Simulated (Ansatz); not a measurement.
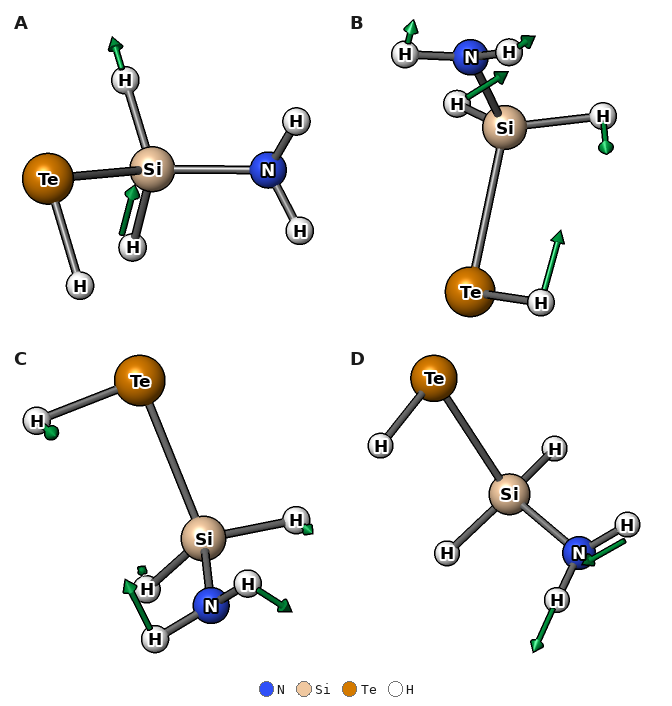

4 normal modes of one molecule or complex, as arrows. Harmonic vibrations computed with RKS PBE0-D4/def2-TZVP, core potentials on Te (Ansatz 0.2.0) at a stationary point of the same level.

**Match the panels to the wavenumbers 216 cm⁻¹, 411 cm⁻¹, 2249 cm⁻¹, 3685 cm⁻¹.**

A: 2249 cm⁻¹, out-of-phase stretching of 2 Si–H bonds
B: 411 cm⁻¹, angle bending
C: 216 cm⁻¹, a torsion or out-of-plane motion in which bond lengths and bond angles hardly change
D: 3685 cm⁻¹, out-of-phase stretching of 2 N–H bonds
